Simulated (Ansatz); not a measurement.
## Work function of Sc(0001): what the settings cost and change

How far do functional and pseudopotentials move the work function of Sc(0001), and at what cost?

Calculated with Ansatz 0.2.0; plane-wave DFT, PBE, Ansatz PAW, in the first sound run; inputs show where later runs differ.

## (1) Starting point

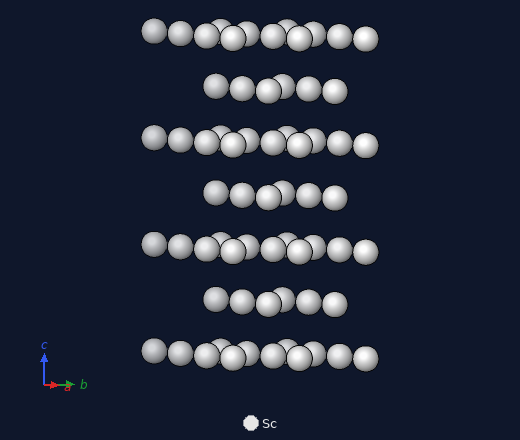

Start, viewed from the side, with the c axis up; scandium white. 3×2×1 cells are drawn. Some periodic images of atoms are drawn too.

The cell holds 7 atoms: 7 Sc. Cell: a = 3.310 Å, b = 3.310 Å, c = 33.828 Å, α = 90.0°, β = 90.0°, γ = 60.0°. Vacuum lies along c.

## (2) Slab, setting PBE, Ansatz PAW (420 eV)

A work function rests on the faint tail of the density, so the SCF threshold is tight. PBE on the default files comes first; the next runs keep the geometry and change functional or files, each at the cutoff that its files recommend; a relaxation and, for heavy metals, spin-orbit coupling close the ladder.

Input file input.yaml:

```yaml
crystal:
  lattice:
    - [3.31, 0.0, 0.0]
    - [1.655, 2.8665440865, 0.0]
    - [0.0, 0.0, 33.82842]
  atoms:
    - { symbol: Sc, position: [0.0, 0.0, 0.2660484882] }
    - { symbol: Sc, position: [0.6666666667, 0.6666666667, 0.3440323255] }
    - { symbol: Sc, position: [0.0, 0.0, 0.4220161627] }
    - { symbol: Sc, position: [0.6666666667, 0.6666666667, 0.5] }
    - { symbol: Sc, position: [0.0, 0.0, 0.5779838373] }
    - { symbol: Sc, position: [0.6666666667, 0.6666666667, 0.6559676745] }
    - { symbol: Sc, position: [0.0, 0.0, 0.7339515118] }
kpoints:
  mp_grid: { grid: [14, 14, 1] }
hamiltonian:
  xc: pbe
scf:
  occupations: { method: fermi_dirac, width: 0.1 }
  convergence: { dr2_threshold: 1.0e-09 }
efield:
  axis: 3
  dipole_correction: true
  ramp_position: 0.97
  ramp_width: 0.06
output:
  write_potential: true
  write_density: true
  volumetric_format: npy
  elf: true
```

Run with:

```sh
$ ansatz run input.yaml --threads 2 --pin off --max-ram 3072MiB --backend cpu --events-out ev --progress --plain --runs-dir out
```

Numbers of over 12 decimals in the logs are rounded to 6 here.

The program printed:

```text
Engine: ansatz 0.2.0, x86_64-unknown-linux-gnu
Pseudopotentials: kind: paw
Pseudopotential: Sc, paw, valence charge 11, recommended cutoff 420 eV (normal), Sc.paw.azcp
Functional definition: PBE
  parameter kappa = 0.804
  parameter beta = 0.066725
  exchange = pbe_x(kappa = kappa, mu = beta*pi^2/3)
  correlation = pbe_c(beta = beta)
Crystal: 7 atoms, lattice volume = 320.973 Å³
Basis set: ecut = 420 eV, 6413 PW (Γ)
Bands: 47, of which v1, the nominal top of the filled ones, is band 39 counted from 1 (38 counted from 0)
Symmetry: 6 space group operations
k-points: 24 of 196 (time reversal used)
Non-local potential: Sc, projectors of the file, l = 0: 3, l = 1: 2, l = 2: 3, l = 3: 1
PAW form: soft (Blöchl's): semilocal exchange-correlation on the pseudo side does not see the compensation charge
PAW one-centre angular grid: Sc, 590 points (default); XC on 64 Gauss nodes
Initial density: superposition of atomic densities (neutral atoms: chi_scale 0, normalization atom), corrected by the library's trained network
Initial wavefunctions: pseudopotential atomic-orbital guess
Functional: x = pbe(κ = 0.804, μ = 0.219515), c = pbe(β = 0.066725)
SCF iter   1: F=—  HF=-14949.387216 eV  |F-HF|=—  |Δ(HF+E_count)|=         —  Δρ=2.35e-3  dr2=8.88e-2  ethr=1.77e-3  p=0.000 e·Å  D=1.66e-13 V/Å  ΔV_dip=-0.00 eV  dr2_dipole=2.19e-6  V_vac-E_F(+/−)=3.51/3.51 eV  ⟨swp⟩=8.0  Hψ=11255  notcnv=0
efield: sawtooth ramp at fractional position 0.9700 (set: `efield.ramp_position`, or a place that a band, a saddle search or an elastic batch's reference lends), width 0.0600; the density the first Hamiltonian is built on has a dipole p = 0.000 e·Å; the dipole correction subtracts the counter field D = 1.66e-13 V/Å, which shifts the + side's vacuum level by -0.00 eV against the − side's; the planar-averaged density in the ramp window peaks in size at 3.1e-5 e/Å³
automatic band count: the SCF goes on with 55 bands, as 47 were too few: the levels above may hold too much charge
preconditioner: auto → LDOS  [metal: Δε(μ)=0.004 eV  Ē_g=2.504 eV  σ=0.100 eV  W_gap=0.01  n_scr=22 (ndim 8)  ℏωp=9.5 eV  f_vac=0.406  D(μ)=15.93/eV (n_scr^D=170)  β→1.0]
SCF iter   2: F=—  HF=-14949.386740 eV  |F-HF|=—  |Δ(HF+E_count)|=   4.76e-4  Δρ=1.04e-3  dr2=8.46e-3  ethr=1.15e-4  p=0.000 e·Å  D=3.42e-5 V/Å  ΔV_dip=-0.00 eV  dr2_dipole=3.93e-6  V_vac-E_F(+/−)=3.59/3.59 eV  ⟨swp⟩=2.0  Hψ=1649  notcnv=0
SCF iter   3: F=—  HF=-14949.386668 eV  |F-HF|=—  |Δ(HF+E_count)|=   7.19e-5  Δρ=2.78e-4  dr2=5.96e-4  ethr=1.10e-5  p=0.000 e·Å  D=4.34e-6 V/Å  ΔV_dip=-0.00 eV  dr2_dipole=1.32e-7  V_vac-E_F(+/−)=3.61/3.61 eV  ⟨swp⟩=1.9  Hψ=1472  notcnv=0
SCF iter   4: F=—  HF=-14949.386703 eV  |F-HF|=—  |Δ(HF+E_count)|=   3.54e-5  Δρ=1.70e-4  dr2=1.66e-4  ethr=7.75e-7  p=0.000 e·Å  D=3.84e-6 V/Å  ΔV_dip=-0.00 eV  dr2_dipole=4.64e-9  V_vac-E_F(+/−)=3.63/3.63 eV  ⟨swp⟩=2.0  Hψ=2106  notcnv=0
SCF iter   5: F=—  HF=-14949.386685 eV  |F-HF|=—  |Δ(HF+E_count)|=   1.80e-5  Δρ=4.24e-5  dr2=1.53e-5  ethr=2.15e-7  p=0.000 e·Å  D=5.64e-8 V/Å  ΔV_dip=-0.00 eV  dr2_dipole=1.27e-8  V_vac-E_F(+/−)=3.64/3.64 eV  ⟨swp⟩=2.0  Hψ=2089  notcnv=0
SCF iter   6: F=—  HF=-14949.386687 eV  |F-HF|=—  |Δ(HF+E_count)|=   2.36e-6  Δρ=1.36e-5  dr2=2.89e-6  ethr=1.98e-8  p=-0.000 e·Å  D=-1.14e-7 V/Å  ΔV_dip=0.00 eV  dr2_dipole=2.78e-10  V_vac-E_F(+/−)=3.64/3.64 eV  ⟨swp⟩=2.1  Hψ=1947  notcnv=0
SCF iter   7: F=—  HF=-14949.386588 eV  |F-HF|=—  |Δ(HF+E_count)|=   9.91e-5  Δρ=7.59e-6  dr2=1.05e-6  ethr=3.75e-9  p=0.000 e·Å  D=1.90e-8 V/Å  ΔV_dip=-0.00 eV  dr2_dipole=2.24e-9  V_vac-E_F(+/−)=3.65/3.65 eV  ⟨swp⟩=2.0  Hψ=1572  notcnv=0
SCF iter   8: F=—  HF=-14949.386588 eV  |F-HF|=—  |Δ(HF+E_count)|=   1.20e-8  Δρ=2.81e-6  dr2=1.15e-7  ethr=1.36e-9  p=-0.000 e·Å  D=-6.94e-8 V/Å  ΔV_dip=0.00 eV  dr2_dipole=1.30e-11  V_vac-E_F(+/−)=3.65/3.65 eV  ⟨swp⟩=2.5  Hψ=1794  notcnv=0
SCF iter   9: F=—  HF=-14949.386588 eV  |F-HF|=—  |Δ(HF+E_count)|=   7.43e-9  Δρ=7.87e-7  dr2=7.10e-9  ethr=1.50e-10  p=0.000 e·Å  D=1.27e-8 V/Å  ΔV_dip=-0.00 eV  dr2_dipole=2.13e-11  V_vac-E_F(+/−)=3.65/3.65 eV  ⟨swp⟩=2.6  Hψ=1886  notcnv=0
SCF iter  10: F=-14949.386588 eV  HF=-14949.386588 eV  |F-HF|=5.82e-11  |Δ(HF+E_count)|=   2.04e-9  Δρ=2.43e-7  dr2=3.75e-10  ethr=1.30e-12  p=0.000 e·Å  D=1.68e-8 V/Å  ΔV_dip=-0.00 eV  dr2_dipole=3.48e-14  V_vac-E_F(+/−)=3.65/3.65 eV  ⟨swp⟩=6.6  Hψ=3095  notcnv=0
SCF 1 converged in 10 iterations: F = -14949.386588 eV  dr2 = 3.75e-10
  greatest PAW one-centre occupation: 0.998 electrons in one spin orbital (limit 2), on the Sc atom at site 3 (counted from 0), in its partial waves of l = 0
WARN: The output density's exchange-correlation potential varies sharply where the density is thin. Do not read a vacuum level from v_tot or v_xc, or from such a field of the output density. On a cell that repeats whose density bears no net charge and no dipole along the vacuum's axis use v_es (v_loc + v_h of the components); under efield.dipole_correction with no amplitude use v_es + v_field, which holds any externa [...]
SCF converged after 10 iterations
Free energy (F): -14949.386588 eV
Harris-Foulkes:  -14949.386588 eV  (|F-HF|=5.82e-11)
Internal energy: -14948.869487 eV  (E = F + TS)
E sigma→0 (E₀):  -14949.128038 eV
Entropy (-TS):   -0.517101 eV (-73.872 meV/atom)
Fermi energy:    3.428108 eV
Dipole field:    D = -0.000000 V/Å  (p = -0.000000 e·Å, saw-weighted, corrected)
Work function:   Φ+ = 3.6468 eV   Φ− = 3.6468 eV
Levels:          The Fermi level and band energies are counted from a zero that moves with the ramp; work functions are not
--- Per-component energies (eV) ---
  E_band       = -1637.852273
  E_kinetic    = 1817.762156
  E_local      = -72857.533194  (includes V_loc(G=0)·N_el)
  E_nonlocal   = 583.382201
  E_hartree    = 35264.161747
  E_xc         = -725.545774
  E_vxc        = -897.606329  (∫ρ·V_xc dr)
  E_paw        = -6688.282101  (= ΣΔE_a)
  E_vpaw       = -812.176758  (= ΣTr[D̂ρ^β])
  E_aug_tail   = 0.000075  (compensation charges beyond the density's cutoff)
  E_efield     = 0.000000  (sawtooth field / dipole correction)
  E_vefield    = 0.000000  (∫n·V_field dr)
  E_ewald      = 27657.185401
  E_smearing   = -0.517101  (= −TS)
  E_closure    = 0.000000  (closes the sum)
  Σ components = -14949.386588   (vs F -14949.386588, Δ=0.00e0)
--- Band table (eV; the first three rows and the last of 24) ---
  k-point 0: bands = [... 35 lower, 3.5195, 3.5220, 3.8338, 3.9277, 4.1705, 4.5001, 4.7979, 4.7979, ... 12 higher]
  k-point 1: bands = [... 35 lower, 3.5276, 3.5327, 3.7558, 3.8740, 4.1374, 4.4799, 4.6723, 4.6992, ... 12 higher]
  k-point 2: bands = [... 35 lower, 3.4993, 3.5074, 3.5882, 3.7722, 4.0694, 4.3986, 4.4223, 4.4658, ... 12 higher]
  k-point 23: bands = [... 35 lower, 2.9804, 3.0280, 3.1397, 3.1933, 3.3987, 3.5293, 3.6490, 3.8203, ... 12 higher]
```

The job ended after 40 s (2 threads of Intel Xeon 6975P-C (Granite Rapids), shared host; peak memory 0.84 GiB).

Numbers from this step:

```
energy at zero smearing   : -14949.1280 eV
work function, upper face : 3.647 eV
```

Running mean over 2.638 Å of the planar mean; the ramp of the sawtooth is left out. Electron's electrostatic potential energy less the Fermi level against z:

| z (Å) | electron's electrostatic potential energy less the Fermi level (eV) |
| --- | --- |
| 4 | 3.64 |
| 6 | 3.38 |
| 8 | -3.48 |
| 10 | -5.26 |
| 12 | -5.20 |
| 14 | -5.24 |
| 16 | -5.24 |
| 18 | -5.24 |
| 20 | -5.25 |
| 22 | -5.19 |
| 24 | -5.31 |
| 26 | -2.51 |
| 28 | 3.46 |
| 30 | 3.64 |

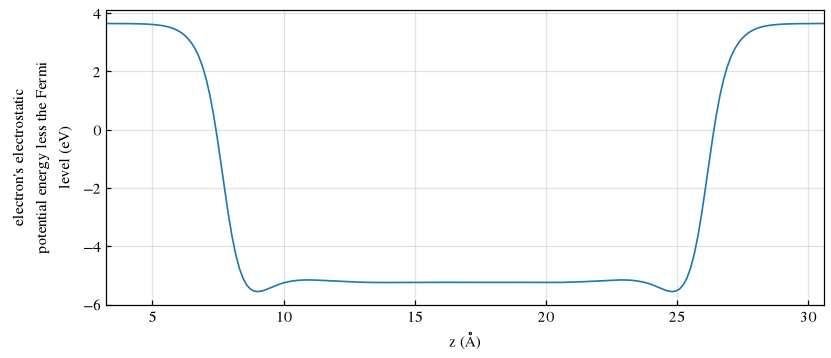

Electron's electrostatic potential energy less the Fermi level, plotted against z.

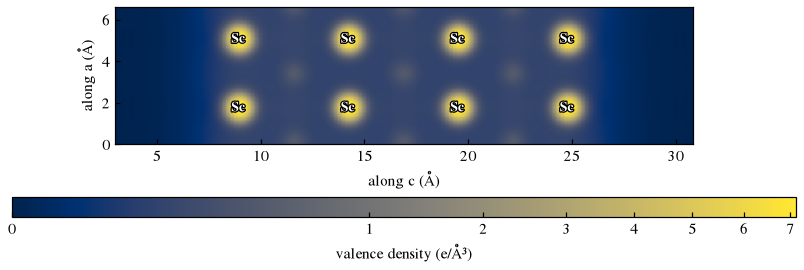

Valence density in the ca plane at fractional y = 0.000, with atoms of Sc within 0.2 Å of it. It is the smooth field of the valence electrons, not physical close to the nuclei. The map starts off the cell's origin, so that atoms lie inside it. The colour scale is stretched toward low values. The far vacuum is left out of the map.

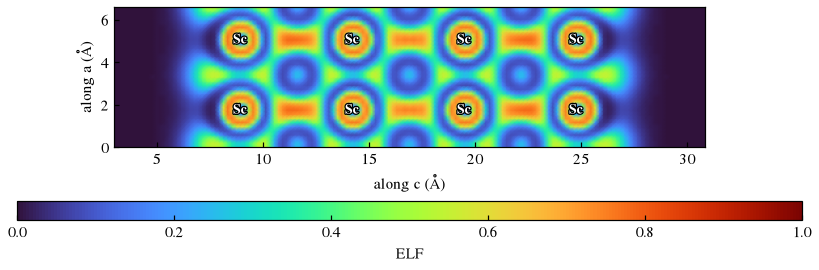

ELF in the ca plane at fractional y = 0.000, with atoms of Sc within 0.2 Å of it. It is the smooth field of the valence electrons, not physical close to the nuclei. The map starts off the cell's origin, so that atoms lie inside it. The far vacuum is left out of the map.

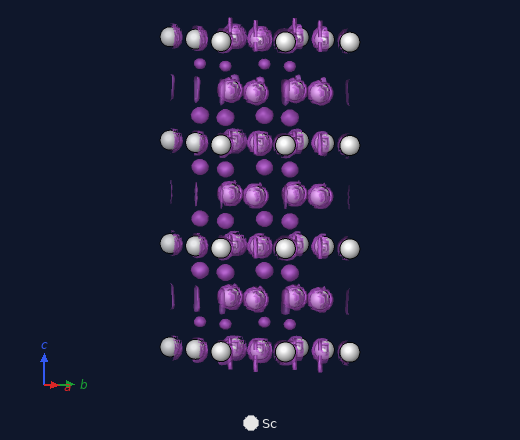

Surface of ELF = 0.72. 2×2×1 cells are drawn.

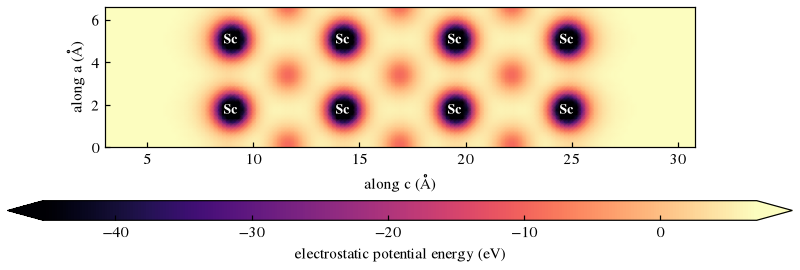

Electrostatic potential energy in the ca plane at fractional y = 0.000, with atoms of Sc within 0.2 Å of it. With pseudopotentials it is smooth inside the atoms' cores, unlike the true potential. The map starts off the cell's origin, so that atoms lie inside it. The far vacuum is left out of the map.

The work function is 3.647 eV.

## (3) Run

This step: plane-wave DFT, LDA, Ansatz PAW (Ansatz 0.2.0).

input.yaml, as its differences from that of step 2:

```diff
@@ -16,3 +16,3 @@
 hamiltonian:
-  xc: pbe
+  xc: lda
 scf:
@@ -29,2 +29 @@
   volumetric_format: npy
-  elf: true
```

The program printed:

```text
[...]
Crystal: 7 atoms, lattice volume = 320.973 Å³
Basis set: ecut = 420 eV, 6413 PW (Γ)
Bands: 47, of which v1, the nominal top of the filled ones, is band 39 counted from 1 (38 counted from 0)
Symmetry: 6 space group operations
k-points: 24 of 196 (time reversal used)
[...]
k-point 0: bands = [... 35 lower, 3.3190, 3.3201, 3.6899, 3.7294, 3.9377, 4.2501, 4.5389, 4.5389, ... 12 higher]
  k-point 1: bands = [... 35 lower, 3.3326, 3.3329, 3.6010, 3.6644, 3.8990, 4.2277, 4.4156, 4.4425, ... 12 higher]
  k-point 2: bands = [... 35 lower, 3.3131, 3.3308, 3.3909, 3.5383, 3.8214, 4.1442, 4.1706, 4.2116, ... 12 higher]
  k-point 23: bands = [... 35 lower, 2.7733, 2.8099, 2.9328, 2.9845, 3.1885, 3.3108, 3.4361, 3.6008, ... 12 higher]
[key lines of the parts left out:]
SCF converged after 10 iterations
Free energy (F): -14621.308870 eV
Fermi energy:    3.217791 eV
Dipole field:    D = -0.000000 V/Å  (p = -0.000000 e·Å, saw-weighted, corrected)
Work function:   Φ+ = 3.7808 eV   Φ− = 3.7808 eV
```

Elapsed: 42 s, on 2 threads; peak memory 0.83 GiB; 75 s of CPU time.

The work function is 3.781 eV, +0.134 eV from the run “PBE, Ansatz PAW (420 eV)”, at 1.1 times its CPU time.

## (4) Run

This step: plane-wave DFT, PBEsol, Ansatz PAW (Ansatz 0.2.0).

input.yaml, as its differences from that of step 3:

```diff
@@ -16,3 +16,3 @@
 hamiltonian:
-  xc: lda
+  xc: pbesol
 scf:
```

The program printed:

```text
[...]
Crystal: 7 atoms, lattice volume = 320.973 Å³
Basis set: ecut = 420 eV, 6413 PW (Γ)
Bands: 47, of which v1, the nominal top of the filled ones, is band 39 counted from 1 (38 counted from 0)
Symmetry: 6 space group operations
k-points: 24 of 196 (time reversal used)
[...]
k-point 0: bands = [... 35 lower, 3.4420, 3.4442, 3.7622, 3.8496, 4.0892, 4.4183, 4.7142, 4.7142, ... 12 higher]
  k-point 1: bands = [... 35 lower, 3.4506, 3.4554, 3.6832, 3.7951, 4.0558, 4.3981, 4.5884, 4.6155, ... 12 higher]
  k-point 2: bands = [... 35 lower, 3.4232, 3.4334, 3.5109, 3.6916, 3.9875, 4.3148, 4.3379, 4.3838, ... 12 higher]
  k-point 23: bands = [... 35 lower, 2.9016, 2.9478, 3.0611, 3.1132, 3.3204, 3.4483, 3.5691, 3.7397, ... 12 higher]
[key lines of the parts left out:]
SCF converged after 10 iterations
Free energy (F): -14778.084791 eV
Fermi energy:    3.350223 eV
Dipole field:    D = -0.000002 V/Å  (p = -0.000003 e·Å, saw-weighted, corrected)
Work function:   Φ+ = 3.6970 eV   Φ− = 3.6969 eV
```

Elapsed: 42 s, on 2 threads; peak memory 0.83 GiB.

The work function is 3.697 eV, +0.050 eV from the run “PBE, Ansatz PAW (420 eV)”, at 1.1 times its CPU time.

## (5) Run

This step: plane-wave DFT, RPBE, Ansatz PAW (Ansatz 0.2.0).

input.yaml, as its differences from that of step 4:

```diff
@@ -16,3 +16,3 @@
 hamiltonian:
-  xc: pbesol
+  xc: rpbe
 scf:
```

The program printed:

```text
[...]
Crystal: 7 atoms, lattice volume = 320.973 Å³
Basis set: ecut = 420 eV, 6413 PW (Γ)
Bands: 47, of which v1, the nominal top of the filled ones, is band 39 counted from 1 (38 counted from 0)
Symmetry: 6 space group operations
k-points: 24 of 196 (time reversal used)
[...]
k-point 0: bands = [... 35 lower, 3.6207, 3.6243, 3.9134, 4.0281, 4.2823, 4.6174, 4.9170, 4.9170, ... 12 higher]
  k-point 1: bands = [... 35 lower, 3.6263, 3.6325, 3.8402, 3.9790, 4.2516, 4.5984, 4.7911, 4.8176, ... 12 higher]
  k-point 2: bands = [... 35 lower, 3.5927, 3.5935, 3.6926, 3.8864, 4.1879, 4.5178, 4.5396, 4.5844, ... 12 higher]
  k-point 23: bands = [... 35 lower, 3.0825, 3.1342, 3.2415, 3.2955, 3.5014, 3.6335, 3.7555, 3.9261, ... 12 higher]
[key lines of the parts left out:]
SCF converged after 11 iterations
Free energy (F): -14979.931133 eV
Fermi energy:    3.530348 eV
Dipole field:    D = -0.000001 V/Å  (p = -0.000002 e·Å, saw-weighted, corrected)
Work function:   Φ+ = 3.5593 eV   Φ− = 3.5593 eV
```

The job ended after 43 s (2 threads; peak memory 0.83 GiB).

The work function is 3.559 eV, -0.087 eV from the run “PBE, Ansatz PAW (420 eV)”, at 1.2 times its CPU time.

## (6) Run

This step: plane-wave DFT, r2SCAN, Ansatz PAW (Ansatz 0.2.0).

input.yaml, as its differences from that of step 5:

```diff
@@ -16,3 +16,3 @@
 hamiltonian:
-  xc: rpbe
+  xc: r2scan
 scf:
```

The program printed:

```text
[...]
Crystal: 7 atoms, lattice volume = 320.973 Å³
Basis set: ecut = 500 eV, 8043 PW (Γ), exchange–correlation on 100×100×1000 points (64 copies of the dense FFT grid, shifted against one another)
Bands: 47, of which v1, the nominal top of the filled ones, is band 39 counted from 1 (38 counted from 0)
Symmetry: 6 space group operations
[...]
k-point 0: bands = [... 35 lower, 3.4531, 3.4549, 3.7272, 3.9306, 4.2453, 4.6282, 4.9479, 4.9479, ... 4 higher]
  k-point 1: bands = [... 35 lower, 3.4518, 3.4582, 3.6751, 3.8948, 4.2202, 4.6106, 4.8146, 4.8405, ... 4 higher]
  k-point 2: bands = [... 35 lower, 3.3847, 3.4291, 3.5853, 3.8245, 4.1648, 4.5228, 4.5405, 4.5958, ... 4 higher]
  k-point 23: bands = [... 35 lower, 2.9320, 3.0151, 3.0951, 3.1538, 3.3671, 3.4980, 3.6781, 3.8440, ... 4 higher]
[key lines of the parts left out:]
SCF converged after 11 iterations
Free energy (F): -14982.585548 eV
Fermi energy:    3.405913 eV
Dipole field:    D = -0.000001 V/Å  (p = -0.000002 e·Å, saw-weighted, corrected)
Work function:   Φ+ = 3.7479 eV   Φ− = 3.7479 eV
```

It took 67 s on 2 threads; peak memory 1.3 GiB; 2.1 min of CPU time.

The work function is 3.748 eV, +0.101 eV from the run “PBE, Ansatz PAW (420 eV)”, at 1.9 times its CPU time.

## (7) Slab

This step: plane-wave DFT, PBE, JTH PAW (Ansatz 0.2.0).

input.yaml, as its differences from that of step 6:

```diff
@@ -16,3 +16,4 @@
 hamiltonian:
-  xc: r2scan
+  xc: pbe
+  pseudopotentials: { kind: paw, source: jth }
 scf:
```

The program printed:

```text
[...]
k-point 0: bands = [... 35 lower, 3.4430, 3.4454, 3.7581, 3.8518, 4.0946, 4.4243, 4.7223, 4.7223, ... 12 higher]
  k-point 1: bands = [... 35 lower, 3.4511, 3.4562, 3.6800, 3.7980, 4.0614, 4.4041, 4.5966, 4.6235, ... 12 higher]
  k-point 2: bands = [... 35 lower, 3.4232, 3.4315, 3.5119, 3.6957, 3.9932, 4.3228, 4.3465, 4.3898, ... 12 higher]
  k-point 23: bands = [... 35 lower, 2.9045, 2.9518, 3.0638, 3.1172, 3.3226, 3.4531, 3.5729, 3.7440, ... 12 higher]
[key lines of the parts left out:]
SCF converged after 14 iterations
Free energy (F): -14947.449793 eV
Fermi energy:    3.352021 eV
Dipole field:    D = 0.000001 V/Å  (p = 0.000001 e·Å, saw-weighted, corrected)
Work function:   Φ+ = 3.6464 eV   Φ− = 3.6464 eV
```

Wall time 3.2 min (2 threads); peak memory 2.7 GiB.

The work function is 3.646 eV, -0.000 eV from the run “PBE, Ansatz PAW (420 eV)”, at 5.8 times its CPU time.

## (8) Slab

This step: plane-wave DFT, PBE, norm-conserving (Ansatz 0.2.0).

input.yaml, as its differences from that of step 7:

```diff
@@ -17,3 +17,3 @@
   xc: pbe
-  pseudopotentials: { kind: paw, source: jth }
+  pseudopotentials: { kind: nc }
 scf:
```

The program printed:

```text
[...]
Crystal: 7 atoms, lattice volume = 320.973 Å³
Basis set: ecut = 1061.244064 eV, 25241 PW (Γ)
Bands: 47, of which v1, the nominal top of the filled ones, is band 39 counted from 1 (38 counted from 0)
Symmetry: 6 space group operations
k-points: 24 of 196 (time reversal used)
[...]
k-point 0: bands = [... 35 lower, 3.5134, 3.5158, 3.8272, 3.9219, 4.1652, 4.4952, 4.7934, 4.7934, ... 12 higher]
  k-point 1: bands = [... 35 lower, 3.5215, 3.5266, 3.7493, 3.8683, 4.1321, 4.4750, 4.6677, 4.6947, ... 12 higher]
  k-point 2: bands = [... 35 lower, 3.4934, 3.5012, 3.5822, 3.7665, 4.0641, 4.3936, 4.4176, 4.4610, ... 12 higher]
  k-point 23: bands = [... 35 lower, 2.9746, 3.0223, 3.1339, 3.1875, 3.3928, 3.5235, 3.6434, 3.8146, ... 12 higher]
[key lines of the parts left out:]
SCF converged after 15 iterations
Free energy (F): -9216.908068 eV
Fermi energy:    3.422395 eV
Dipole field:    D = -0.000000 V/Å  (p = -0.000001 e·Å, saw-weighted, corrected)
Work function:   Φ+ = 3.6479 eV   Φ− = 3.6479 eV
```

It took 2.7 min on 2 threads; peak memory 2.1 GiB.

The work function is 3.648 eV, +0.001 eV from the run “PBE, Ansatz PAW (420 eV)”, at 4.8 times its CPU time.

(Continued in part 2 of 2.)

[Logs are printed without paths, hosts, clocks, repeated set-up lines and the standing remarks that a program may print on its own settings, such as how far it seeks lower states.]

[Hosts, paths, dates, database ids (printed as entryN), source tags and the programs' standing remarks are cut or masked in the printed files.]

[Maps of the electrostatic potential energy from Ansatz leave out the sawtooth potential of an applied field or a dipole correction, so their vacuum need not be flat; planar profiles and work functions include it.]
